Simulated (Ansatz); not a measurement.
The structure below was relaxed with plane-wave PAW DFT at the PBE level (Ansatz, an electronic-structure program, 420 eV), scalar-relativistic without spin-orbit coupling, at pressure 1.5 GPa.

```xyz
9
Lattice="0.0000 5.7570 5.7570 5.7570 0.0000 5.7570 5.7570 5.7570 0.0000" Properties=species:S:1:pos:R:3 pbc="T T T"
Cs     2.8785     2.8785     2.8785
Cs     8.6356     8.6356     8.6356
Sn     0.0000     0.0000     0.0000
I      2.8858     5.7570     5.7570
I      8.6283     5.7570     5.7570
I      5.7570     2.8858     5.7570
I      5.7570     8.6283     5.7570
I      5.7570     5.7570     2.8858
I      5.7570     5.7570     8.6283
```

### Question
Find the space group and the Wyckoff positions.

### Answer
Space group Fm-3m (No. 225); a = b = c = 11.5141 Å, α = β = γ = 90.00°

| atom | site | symmetry | x | y | z |
|---|---|---|---|---|---|
| Cs | 8c | -43m | 0.2500 | 0.2500 | 0.2500 |
| Sn | 4a | m-3m | 0.0000 | 0.0000 | 0.0000 |
| I | 24e | 4m.m | 0.0000 | 0.0000 | 0.2506 |

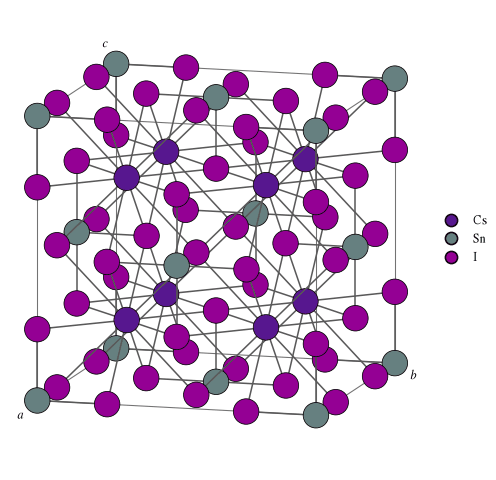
The conventional cell

A case with no gap was solved on a k-mesh chosen for an insulator, which is coarse for it. Load acts through the strain it causes; cell and atoms are relaxed under it. Whether these cells are dynamically stable was not tested. The final runs are not spin-polarised. The cell was made from Cs₂SnI₆ (space group Fm-3m, No. 225) by this change: pressure 1.5 GPa.
